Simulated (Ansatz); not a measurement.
Consider AlH5OSi···NH3.

Input

```
crystal:
  periodic: [false, false, false]
  atoms:
    - { symbol: Al, position_ang: [0.0, 0.0, 0.0] }
    - { symbol: H, position_ang: [0.0, 0.0, 1.91] }
    - { symbol: O, position_ang: [1.5415, 0.0, -0.89] }
    - { symbol: Si, position_ang: [2.3874, -1.376, -1.352] }
    - { symbol: H, position_ang: [1.4599, -2.3514, -1.9176] }
    - { symbol: H, position_ang: [3.3882, -1.0195, -2.3535] }
    - { symbol: H, position_ang: [3.0504, -1.9546, -0.187] }
    - { symbol: H, position_ang: [-1.351, 0.0, -0.78] }
    - { symbol: "N", position_ang: [0.0995, 2.1044, 0.7] }
    - { symbol: H, position_ang: [0.493, 2.3259, 1.659] }
    - { symbol: H, position_ang: [-0.2465, 2.8877, 0.0753] }
    - { symbol: H, position_ang: [0.0486, 1.0269, 1.8385] }
basis:
  gaussian: { orbitals: "6-31G*" }
hamiltonian:
  xc: pbe
  dispersion: d4
relax:
  f_tol: 0.15
  max_steps: 25
  restrain:
    - { distance: [0, 8], at: 3.12, k: 30.0 }
    - { distance: [11, 1], at: 1.86, k: 30.0 }
    - { distance: [0, 1], at: 1.56, k: 30.0 }
    - { distance: [11, 8], at: 1.06, k: 30.0 }
output:
  orbitals: {}
```

Command:

```sh
ansatz run input.yaml --threads 2 --pin off --max-ram 3072MiB --backend cpu --events-out ev --progress --plain --runs-dir out
```

The fields are those of the run's last geometry, not of the input's.

Not at a stationary point (largest force 0.8 eV/Å).

These are results of RKS PBE-D4/6-31G* (Ansatz 0.2.0), not measurements.

Predict the electron density and electron localisation function between the atoms.

Answer. Si–O (1.65 Å): ρ is about 1.1 e/Å³ halfway; the ELF peaks at about 0.85 between the atoms, as expected for a shared but strongly polarised pair.
Al–O (1.72 Å): ρ at the midpoint is about 0.76 e/Å³; the ELF peaks at about 0.85 in the valence shell of O, 0.6 Å from its nucleus, and is about 0.40 at the midpoint.
Al–H (1.57 Å): ρ is about 0.54 e/Å³ halfway; the ELF climbs to about 1 towards the hydrogen.

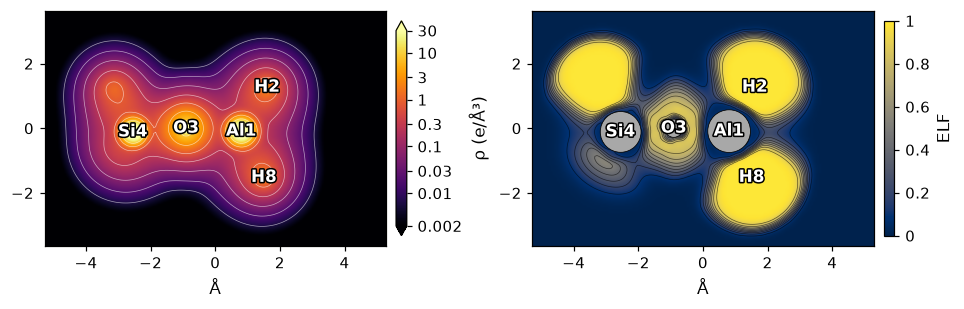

Computed electron density and electron localisation function on the plane of atoms H2, Al1 and O3, in this order. Grey discs cover the atomic cores in the ELF map. 
